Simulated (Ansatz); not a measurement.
## Electronic structure of CHAlFO (SMILES O=[C-][AlH][F]) (charge −1) in real space

```yaml
atoms:
  - { symbol: C, position_ang: [-1.7580, 1.0854, -2.4120] }
  - { symbol: Al, position_ang: [-0.1664, 1.3388, -1.1213] }
  - { symbol: F, position_ang: [0.1955, -0.2724, -0.5030] }
  - { symbol: O, position_ang: [-2.8544, 1.3072, -2.7642] }
  - { symbol: H, position_ang: [0.9622, 1.6541, -2.2756] }
```

Geometry: B3LYP-D3(BJ)/def2-SVPD; the highest occupied orbital lies above zero, a sign that basis and functional describe the outermost electron poorly.

Theory: Ansatz 0.2.0, isolated molecule in a Gaussian basis; Kohn-Sham density functional theory, functional PBE0.

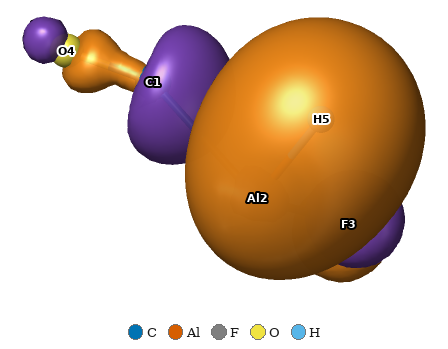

Figure 1. The HOMO−1 at ±0.1 Å⁻³ᐟ² (orange and purple are the two phases), seen at an oblique angle.

Describe this orbital and give its energy.

It lies mainly on H5 (about 50 %), Al2 (about 35 %), F3 (about 10 %) and C1 (about 5 %). Its energy is −3.55 eV.

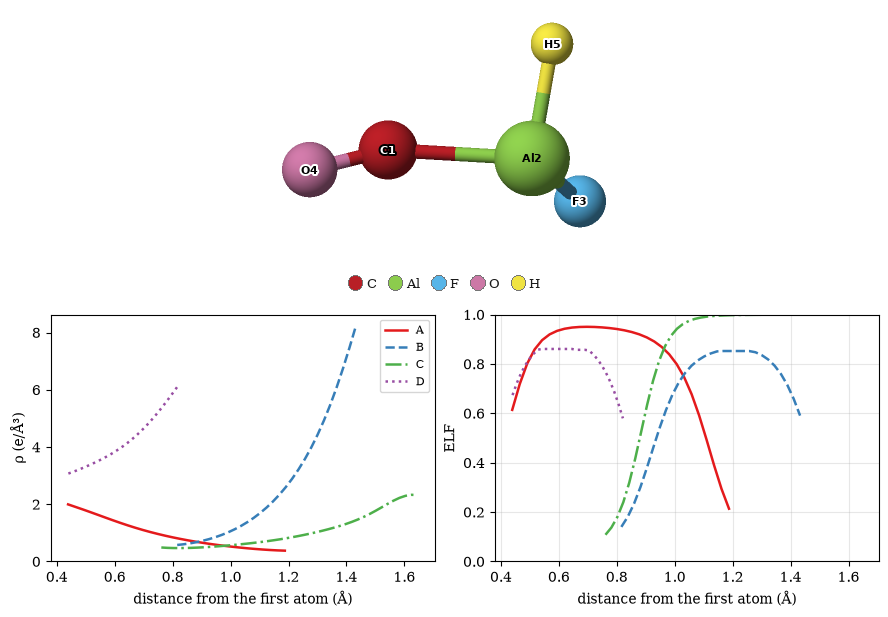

Figure 2. Total electron density and ELF along straight lines between neighbouring atoms. The curves leave out the atomic cores. The structure is drawn too.

Which curve belongs to which contact (Al–F, Al–H, C–Al and C–O)? The first atom named is at distance zero.

Curve A: C–Al (2.06 Å): ρ at the midpoint is about 0.49 e/Å³; the ELF peaks at about 0.95 in the valence shell of C, 0.7 Å from its nucleus, and is about 0.75 at the midpoint. Curve B: Al–F (1.76 Å): ρ is about 0.67 e/Å³ halfway; the ELF peaks at about 0.85 in the valence shell of F, 0.6 Å from its nucleus, and is about 0.30 at the midpoint. Curve C: Al–H (1.64 Å): the density is about 0.47 e/Å³ at the midpoint; the ELF climbs to about 1 towards the hydrogen. Curve D: C–O (1.17 Å): ρ is about 3.7 e/Å³ halfway; the ELF peaks at about 0.85 between the atoms: a multiple bond.

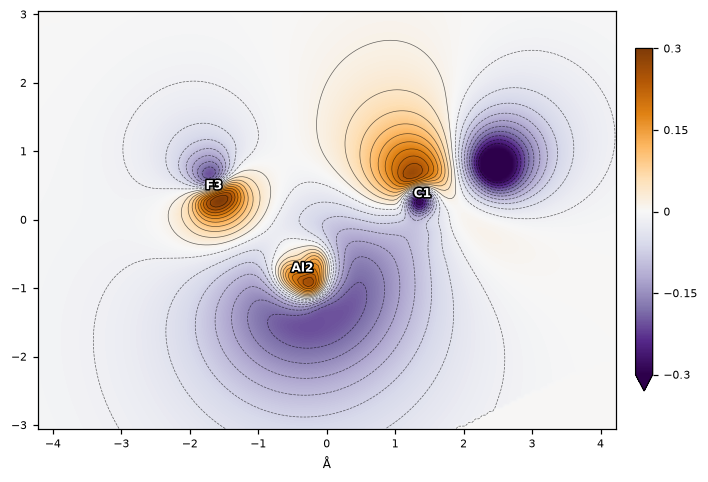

Figure 3. The HOMO on the plane of atoms C1, Al2 and F3 (values in Å⁻³ᐟ²; the overall sign is arbitrary).

What is the character of this orbital?

Its weight (Hirshfeld) is mainly on Al2 (about 60 %), C1 (about 20 %) and O4 (about 10 %). Its energy is 0.27 eV.
